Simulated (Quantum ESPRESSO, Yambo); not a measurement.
## SnSe2 (1T monolayer): changed settings of a GW run in Yambo

A base run on SnSe2 (1T monolayer), then changed inputs.

Calculated with Yambo 5.3.0; PBE and many-body steps on it, plane waves.

## (1) The starting structure

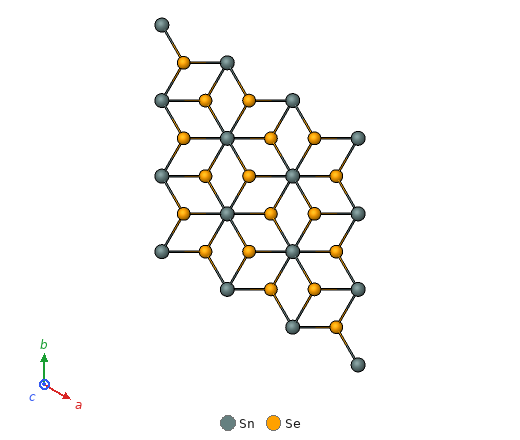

Start, viewed from above; tin teal, selenium orange. 3×3×1 cells are drawn. Some periodic images of atoms are drawn too.

The cell holds 3 atoms: 1 Sn and 2 Se. Its edges and angles: a = 3.872 Å, b = 3.872 Å, c = 15.000 Å, α = 90.0°, β = 90.0°, γ = 120.0°. Vacuum lies along c.

As a file:

```xyz
3
Lattice="3.8717 0.0000 0.0000 -1.9358 3.3529 0.0000 0.0000 0.0000 15.0000" Properties=species:S:1:pos:R:3
Sn    0.0000    0.0000    7.5000
Se    0.0000    2.2353    9.0964
Se    1.9358    1.1176    5.9036
```

The structure was relaxed with PBE. The runs that relaxed it are not among those shown.

## (2) Base

This step: Yambo 5.3.0; G0W0 on PBE, plane waves, norm-conserving pseudopotentials.

G0W0 replaces the xc potential by the self-energy, built once from these orbitals. Only a window of levels is corrected, while the sums run over the empty bands that the input names.

Input file gw2.in:

```
HF_and_locXC
gw0
dyson
ppa
em1d
rim_cut
rim_w
RandQpts= 3000000
RandGvec= 100 RL
CUTGeo= "slab z"
RandGvecW= 9 RL
EXXRLvcs= 104 Ry
VXCRLvcs= 416 Ry
Chimod= "HARTREE"
% BndsRnXp
 1 | 155 |
%
NGsBlkXp= 8 Ry
% LongDrXp
 1 | 1 | 0 |
%
% GbndRnge
 1 | 155 |
%
DysSolver= "n"
ExtendOut
PPAPntXp= 27.21138 eV
% QPkrange
 2 | 2 | 34 | 37 |
 4 | 4 | 34 | 37 |
 1 | 1 | 34 | 37 |
%
```

Command:

```console
OMP_NUM_THREADS=1 mpirun -n 8 yambo -F gw2.in -J gw2 -C gw2 > gw2.log
```

The log of the run:

```text
 Yambo, version 5.3.0

 [02] CORE Variables Setup
 =========================

  [... cell, symmetries and grids as in the set-up ...]

  [02.05] Energies & Occupations
  ==============================

  [X] === General ===
  [X] Electronic Temperature                        :  0.000000  0.000000 [eV K]
  [X] Bosonic    Temperature                        :  0.000000  0.000000 [eV K]
  [X] Finite Temperature mode                       : no
  [X] El. density                                   :  0.35949E+24 [cm-3]
  [X] Fermi Level                                   :  0.139163 [eV]

  [X] === Gaps and Widths ===
  [X] Conduction Band Min                           :  0.791107 [eV]
  [X] Valence Band Max                              :  0.000000 [eV]
  [X] Filled Bands                                  :   35
  [X] Empty Bands                                   :   36  293
  [X] Direct Gap                                    :  1.097116 [eV]
  [X] Direct Gap localized at k                     :   4
  [X] Indirect Gap                                  :  0.791107 [eV]
  [X] Indirect Gap between kpts                     :   2   4
  [X] Last valence band width                       :  0.770971 [eV]
  [X] 1st conduction band width                     :  1.364754 [eV]

 [03] Transferred momenta grid and indexing
 ==========================================

 IBZ Q-points                                      :   7
 BZ  Q-points                                      :   36

 K/Q-points units:
 rlu = crystal or reduced units; cc = cartesian coordinates; iku = interal k-units

 Q [1]          [rlu]:  0.000000  0.000000  0.000000
 Q [2]          [rlu]:  0.17396E-16  0.16667       0.0000
 Q [3]          [rlu]:  0.34792E-16  0.33333       0.0000
 Q [4]          [rlu]: -0.52188E-16 -0.50000       0.0000
 Q [5]          [rlu]:  0.166667  0.166667  0.000000
 Q [6]          [rlu]:  0.166667  0.333333  0.000000
 Q [7]          [rlu]:  0.333333  0.333333  0.000000

 [04] Coloumb potential Random Integration (RIM)
 ===============================================

 Performing RIM of v_slab

  [04.01] RIM initialization
  ==========================

  * Diagonal components only detected *

  8 x (sBL volume)        :  0.041948 [a.u.]
  sBZ random points       :  3000000
  Points outside the sBZ  :  24000829
  RL volume               :  0.188768 [a.u.]
  Integrated volume       :  0.188761 [a.u.]

  [04.02] RIM integrals
  =====================

  Gamma point sphere radius             :  0.038807 [a.u.]
  Points outside the sphere             :  2398884
  [Int_sBZ(q=0) 1/q^2]*(Vol_sBZ)^(-1/3) =:  7.486872
                                 should be <:  7.795600

  Summary of Coulomb integrals for non-metallic bands |Q|[au] RIM/Bare

  Q [1] 0.100000E-4 0.960397 * Q [2] 0.165273 0.997268
  Q [5] 0.286262 1.024371 * Q [3] 0.330547 1.023483
  Q [6] 0.437272 1.017607 * Q [4] 0.495820 1.014588
  Q [7] 0.572523 1.011286
  Non-periodic chartesian directions : none
  Optical renormalization            :  28.34589 [au]
  Polarizability dimension           : length

 [05] Coloumb potential CutOffslab
 =================================

 Cut directionsZ
 Slab Cutoff:Z
 Symmetry test passed : yes

 [06] Dipoles
 ============

  [06.01] Setup: observables and procedures
  =========================================

  [WARNING] [x,Vnl] slows the Dipoles computation. To neglect it rename the ns.kb_pp file

 [07] Dynamic Dielectric Matrix (PPA)
 ====================================

 [SLK-Inversion]  Pools        :  2
 [SLK-Inversion]  BLACS grid   :  2  2

 [WR./gw2//ndb.pp]---------------------------------------------------------------
  Brillouin Zone Q/K grids (IBZ/BZ)                :    7   36    7   36
  RL vectors                                       :  27469 [WF]
  Coulomb cutoff potential                         : slab z
  Electronic Temperature                           :  0.000000 [K]
  Bosonic    Temperature                           :  0.000000 [K]
[...]
Field direction                                  :  0.707107E-5  0.707107E-5   0.00000
  BZ energy Double Grid                            : no
  BZ energy DbGd points                            : 0
  BZ Q point size factor                           : -1.000000
  X Optical Averaged directions                    : none

 [08] Local Exchange-Correlation + Non-Local Fock
 ================================================

 [VXC] Plane waves :  188291
 [EXS] Plane waves :  23571

 QP @ state[ 1 ] K range:  1  2
 QP @ state[ 1 ] b range:   34   37
 QP @ state[ 2 ] K range:   4   4
 QP @ state[ 2 ] b range:   34   37

 [xc] Functional : Perdew, Burke & Ernzerhof(X)+Perdew, Burke & Ernzerhof(C)
 [xc] LIBXC used to calculate xc functional
  PP Number of Atomic Species                      :  2
  NLCC RL compoments                               :  188291
  PP Number of Atomic Species                      :  2
  NLCC RL compoments                               :  188291

 [xc] E_xc :  -68.29995 [Ha]
      E_xc :  -136.5999 [Ry]

  Local XC kind (lXC) : Perdew, Burke & Ernzerhof(X)+Perdew, Burke & Ernzerhof(C)
  Non-Local XC kind (nlXC) : Hartree-Fock

  Corrections @ K [1] :  [eV]
 <34|nlXC|34> = -16.39700  0.96562E-18 <34|lXC|34> = -14.46546 -0.18882E-15
 <35|nlXC|35> = -16.39696  0.21590E-17 <35|lXC|35> = -14.46546  0.37763E-15
 <36|nlXC|36> = -10.19821 -0.70612E-17 <36|lXC|36> = -13.19942  0.000000
 <37|nlXC|37> = -7.446102 -0.16157E-17 <37|lXC|37> = -11.35150 -0.18882E-15

  Corrections @ K [2] :  [eV]
 <34|nlXC|34> = -15.67038  0.55540E-17 <34|lXC|34> = -12.98747 -0.18882E-15
 <35|nlXC|35> = -16.41662  0.30730E-17 <35|lXC|35> = -14.45975 -0.15420E-15
[...]
Corrections @ K [4] :  [eV]
[...]
<35|nlXC|35> = -16.32630 -0.39975E-17 <35|lXC|35> = -14.16694  0.94408E-16
 <36|nlXC|36> = -9.766633  0.12058E-18 <36|lXC|36> = -12.75429  0.000000
 <37|nlXC|37> = -7.062819  0.16650E-17 <37|lXC|37> = -11.14487  0.17702E-16

 [09] Dyson equation: Newton solver
 ==================================

  [09.01] RIM-W interpolation
  ===========================

  [WARNING] RIM-W works only for 2D semiconductors with slab cutoff
  Found compatible q grid: 2D
  q_min[ 1 ]:  0.16667      0.15140E-11   0.0000     [rlu]
   0.166667  0.083333  0.000000 [iku]
  q_min[ 2 ]:  0.17396E-16  0.16667       0.0000     [rlu]
   0.17396E-16  0.16667       0.0000     [iku]
  G-vectors :   9
  G-vectors loaded:   63
  Number of interpolated frequencies:  2

  Evaluating coefficients q = 0
  Evaluating coefficients q = 0

  [09.02] RIM-W integrals
  =======================

  8 x (sBL volume)        :  0.041948 [a.u.]
  sBZ random points       :  3000000
  Points outside the sBZ  :  24000829
  RL volume               :  0.188768 [a.u.]
  Integrated volume       :  0.188761 [a.u.]

  [09.03] RIM integrals
  =====================

  Comparison between head Wc = W - v averages: < Wc > [au] RIM-W/RIM

   < -Wc [Q = 1] > 0.333869E-1 0.416993E-4 * < -Wc [Q = 2] > 0.005523 0.005357
   < -Wc [Q = 3] > 0.001069 0.001050 * < -Wc [Q = 4] > 0.370316E-3 0.366254E-3
   < -Wc [Q = 5] > 0.001544 0.001514 * < -Wc [Q = 6] > 0.526267E-3 0.521200E-3
   < -Wc [Q = 7] > 0.255970E-3 0.254688E-3

  Comparison between head Wc = W - v averages: < Wc > [au] RIM-W/RIM

   < -Wc [G = 1,G`=0] > 0.333869E-1 0.416993E-4 * < -Wc [G = 2,G`=0] >-0.001767 0.000000
   < -Wc [G = 3,G`=0] >-0.001767 0.000000 * < -Wc [G = 4,G`=0] >-0.263670E-4  0.00000
   < -Wc [G = 5,G`=0] >-0.263852E-4  0.00000 * < -Wc [G = 6,G`=0] > 0.149774E-3  0.00000
   < -Wc [G = 7,G`=0] > 0.149796E-3  0.00000 * < -Wc [G = 8,G`=0] >-0.222657E-4  0.00000
   < -Wc [G = 9,G`=0] >-0.222673E-4  0.00000

 [10] G0W0 (W PPA)
 =================

 [  GW  ] Bands range     :    1  155
 [GW/PPA] G damping       :  0.100000 [eV]

 QP @ state[ 1 ] K range:  1  2
 QP @ state[ 1 ] b range:   34   37
 QP @ state[ 2 ] K range:   4   4
 QP @ state[ 2 ] b range:   34   37

  Sc/G bands                                       :    1  155
  Sc/G damping                                     :  0.100000 ev
  Sc bands terminator                              : no
  Sx RL components                                 :  23571

  QP @ state[ 1 ] K range                          :  1  2
  QP @ state[ 1 ] b range                          :   34   37
  QP @ state[ 2 ] K range                          :   4   4
  QP @ state[ 2 ] b range                          :   34   37
  GF energies kind                                 : Perdew, Burke & Ernzerhof(X)+Perdew, Burke & Ernzerhof(C)
  GF WF`s kind                                     : Perdew, Burke & Ernzerhof(X)+Perdew, Burke & Ernzerhof(C)
  Xs energies kind                                 : Perdew, Burke & Ernzerhof(X)+Perdew, Burke & Ernzerhof(C)
  Xs WF`s kind                                     : Perdew, Burke & Ernzerhof(X)+Perdew, Burke & Ernzerhof(C)

 [14] Game Over & Game summary
```

Run time: 6.6 min. Hardware: 8 MPI ranks of Arm Neoverse V1, shared host; peak memory 11 GiB.

Numbers from this step:

* G0W0 gap on the points computed: 1.859 eV
* starting gap on the mesh: 0.7911 eV
* k of the valence top: 0, 0.1667, 0
* k of the conduction bottom: 0, -0.5, 0
* least direct G0W0 gap on the computed points: 2.225 eV
* Z at the valence top: 0.7470
* Z at the conduction bottom: 0.7633

The gap on the mesh goes from 0.79 eV to 1.86 eV, a correction of +1.07 eV.

## (3) Damping of G

gw7.in, as its differences from gw2.in of step 2:

```diff
@@ -32 +32,2 @@
 %
+GDamping= 0.01 eV
```

Command:

```console
OMP_NUM_THREADS=1 mpirun -n 8 yambo -F gw7.in -J gw7,gw2_W -C gw7 > gw7.log
```

The log of the run:

```text
 Yambo, version 5.3.0

 [02] CORE Variables Setup
 =========================

  [... cell, symmetries and grids as in the set-up ...]

  [02.05] Energies & Occupations
  ==============================

  [X] === General ===
  [X] Electronic Temperature                        :  0.000000  0.000000 [eV K]
  [X] Bosonic    Temperature                        :  0.000000  0.000000 [eV K]
  [X] Finite Temperature mode                       : no
  [X] El. density                                   :  0.35949E+24 [cm-3]
  [X] Fermi Level                                   :  0.139163 [eV]

  [X] === Gaps and Widths ===
  [X] Conduction Band Min                           :  0.791107 [eV]
  [X] Valence Band Max                              :  0.000000 [eV]
  [X] Filled Bands                                  :   35
  [X] Empty Bands                                   :   36  293
  [X] Direct Gap                                    :  1.097116 [eV]
  [X] Direct Gap localized at k                     :   4
  [X] Indirect Gap                                  :  0.791107 [eV]
  [X] Indirect Gap between kpts                     :   2   4
  [X] Last valence band width                       :  0.770971 [eV]
  [X] 1st conduction band width                     :  1.364754 [eV]

 [03] Transferred momenta grid and indexing
 ==========================================

 IBZ Q-points                                      :   7
 BZ  Q-points                                      :   36

 K/Q-points units:
 rlu = crystal or reduced units; cc = cartesian coordinates; iku = interal k-units

 Q [1]          [rlu]:  0.000000  0.000000  0.000000
 Q [2]          [rlu]:  0.17396E-16  0.16667       0.0000
 Q [3]          [rlu]:  0.34792E-16  0.33333       0.0000
 Q [4]          [rlu]: -0.52188E-16 -0.50000       0.0000
 Q [5]          [rlu]:  0.166667  0.166667  0.000000
 Q [6]          [rlu]:  0.166667  0.333333  0.000000
 Q [7]          [rlu]:  0.333333  0.333333  0.000000

 [04] Coloumb potential Random Integration (RIM)
 ===============================================

 Summary of Coulomb integrals for non-metallic bands |Q|[au] RIM/Bare

 Q [1] 0.100000E-4 0.960397 * Q [2] 0.165273 0.997268
 Q [5] 0.286262 1.024371 * Q [3] 0.330547 1.023483
 Q [6] 0.437272 1.017607 * Q [4] 0.495820 1.014588
 Q [7] 0.572523 1.011286
 Non-periodic chartesian directions : none
 Optical renormalization            :  28.34589 [au]
 Polarizability dimension           : length

 [05] Coloumb potential CutOff slab z
 ====================================

 [06] Dipoles
 ============

  [06.01] Setup: observables and procedures
  =========================================

 [07] Dynamic Dielectric Matrix (PPA)
 ====================================

  Sc/G bands                                       :    1  155
  Sc/G damping                                     :  0.010000 ev
  Sc bands terminator                              : no
  Sx RL components                                 :  23571

  QP @ state[ 1 ] K range                          :  1  2
  QP @ state[ 1 ] b range                          :   34   37
  QP @ state[ 2 ] K range                          :   4   4
  QP @ state[ 2 ] b range                          :   34   37
  GF energies kind                                 : Perdew, Burke & Ernzerhof(X)+Perdew, Burke & Ernzerhof(C)
  GF WF`s kind                                     : Perdew, Burke & Ernzerhof(X)+Perdew, Burke & Ernzerhof(C)
  Xs energies kind                                 : Perdew, Burke & Ernzerhof(X)+Perdew, Burke & Ernzerhof(C)
  Xs WF`s kind                                     : Perdew, Burke & Ernzerhof(X)+Perdew, Burke & Ernzerhof(C)

 [14] Game Over & Game summary
```

The job ended after 2.6 min (8 MPI ranks; peak memory 11 GiB; 21 min of CPU time).

Numbers from this step:

- G0W0 gap on the points computed: 1.859 eV
- starting gap on the mesh: 0.7911 eV
- k of the valence top: 0, 0.1667, 0
- k of the conduction bottom: 0, -0.5, 0
- least direct G0W0 gap on the computed points: 2.224 eV
- Z at the valence top: 0.7469
- Z at the conduction bottom: 0.7632

Against G0W0 in Yambo (6×6×1 mesh, 155 bands, screening to 108.8 eV, Godby-Needs plasmon pole), the gap moves by −0.0003 eV.

## (4) One G vector of screening

gw8.in, as its differences from gw7.in of step 3:

```diff
@@ -17,3 +17,3 @@
 %
-NGsBlkXp= 8 Ry
+NGsBlkXp= 1 RL
 % LongDrXp
@@ -32,2 +32 @@
 %
-GDamping= 0.01 eV
```

Command:

```console
OMP_NUM_THREADS=1 mpirun -n 8 yambo -F gw8.in -J gw8 -C gw8 > gw8.log
```

The log of the run:

```text
 Yambo, version 5.3.0

 [02] CORE Variables Setup
 =========================

  [... cell, symmetries and grids as in the set-up ...]

  [02.05] Energies & Occupations
  ==============================

  [X] === General ===
  [X] Electronic Temperature                        :  0.000000  0.000000 [eV K]
  [X] Bosonic    Temperature                        :  0.000000  0.000000 [eV K]
  [X] Finite Temperature mode                       : no
  [X] El. density                                   :  0.35949E+24 [cm-3]
  [X] Fermi Level                                   :  0.139163 [eV]

  [X] === Gaps and Widths ===
  [X] Conduction Band Min                           :  0.791107 [eV]
  [X] Valence Band Max                              :  0.000000 [eV]
  [X] Filled Bands                                  :   35
  [X] Empty Bands                                   :   36  293
  [X] Direct Gap                                    :  1.097116 [eV]
  [X] Direct Gap localized at k                     :   4
  [X] Indirect Gap                                  :  0.791107 [eV]
  [X] Indirect Gap between kpts                     :   2   4
  [X] Last valence band width                       :  0.770971 [eV]
  [X] 1st conduction band width                     :  1.364754 [eV]

 [03] Transferred momenta grid and indexing
 ==========================================

 IBZ Q-points                                      :   7
 BZ  Q-points                                      :   36

 K/Q-points units:
 rlu = crystal or reduced units; cc = cartesian coordinates; iku = interal k-units

 Q [1]          [rlu]:  0.000000  0.000000  0.000000
 Q [2]          [rlu]:  0.17396E-16  0.16667       0.0000
 Q [3]          [rlu]:  0.34792E-16  0.33333       0.0000
[...]
Global Gauge                                     : length
  X matrix size                                    :  1
  X band range                                     :    1  155
  X e/h energy range                               : -1.000000 -1.000000 [eV]
  X Time ordering                                  : R
  X Hxc Kernel                                     : HARTREE
  X Drude frequency                                :  0.000000  0.000000
  X poles                                          :  100.0000 [o/o]
  RL vectors in the sum                            :  27469
  [r,Vnl] included                                 : yes
  Field direction                                  :  0.707107E-5  0.707107E-5   0.00000
  BZ energy Double Grid                            : no
  BZ energy DbGd points                            : 0
  BZ Q point size factor                           : -1.000000
  X Optical Averaged directions                    : none

 [08] Local Exchange-Correlation + Non-Local Fock
 ================================================

 [VXC] Plane waves :  188291
 [EXS] Plane waves :  23571

 QP @ state[ 1 ] K range:  1  2
 QP @ state[ 1 ] b range:   34   37
 QP @ state[ 2 ] K range:   4   4
 QP @ state[ 2 ] b range:   34   37

 [xc] Functional : Perdew, Burke & Ernzerhof(X)+Perdew, Burke & Ernzerhof(C)
 [xc] LIBXC used to calculate xc functional
  PP Number of Atomic Species                      :  2
  NLCC RL compoments                               :  188291
  PP Number of Atomic Species                      :  2
  NLCC RL compoments                               :  188291

 [xc] E_xc :  -68.29995 [Ha]
      E_xc :  -136.5999 [Ry]

  Local XC kind (lXC) : Perdew, Burke & Ernzerhof(X)+Perdew, Burke & Ernzerhof(C)
  Non-Local XC kind (nlXC) : Hartree-Fock

  Corrections @ K [1] :  [eV]
 <34|nlXC|34> = -16.39700  0.96562E-18 <34|lXC|34> = -14.46546  0.18882E-15
 <35|nlXC|35> = -16.39696  0.21590E-17 <35|lXC|35> = -14.46546  0.37763E-15
 <36|nlXC|36> = -10.19821 -0.70612E-17 <36|lXC|36> = -13.19942  0.18882E-15

[ERROR] STOP signal received while in[09.01] RIM-W interpolation
[ERROR] G_max 63 for RIM-W is higher than G_max 1 of vX
```

Elapsed: 2.8 min, on 8 MPI ranks; peak memory 11 GiB.

The run stopped with an error after 2.8 min.

The program's words: [ERROR] STOP signal received while in[09.01] RIM-W interpolation [ERROR] G_max 63 for RIM-W is higher than G_max 1 of vX

The fault put into this input: one G vector of screening.

(Continued in part 2 of 2.)

[Paths, hosts, dates, memory and timing lines, banners, echoed tables and standing remarks are left out of the program output.]

[Logs are printed without paths, hosts, clocks, repeated set-up lines and the standing remarks that a program may print on its own settings, such as how far it seeks lower states.]

[Runs of the session that timed out or met a known fault of the program may be left out.]

[Hosts, paths, dates, database ids (printed as entryN), source tags and the programs' standing remarks are cut or masked in the printed files.]
